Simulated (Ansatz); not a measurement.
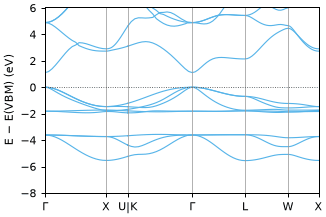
Fig. 1. Band structure from DFT-PBE in the program Ansatz with PAW potentials

Question: Read off the gap and where the band edges lie.

Answer: About 1.1 eV (1.10 eV by a search for the band edges); maximum at Γ, minimum at Γ.

The material is CuI (zinc blende, F-43m).

The PBE relaxation kept the symmetry of its start; phonons on a q-mesh show no instability. No spin polarisation was allowed. Spin–orbit coupling is left out wherever it is not named.

Potentials: the later of the program's two PAW sets.
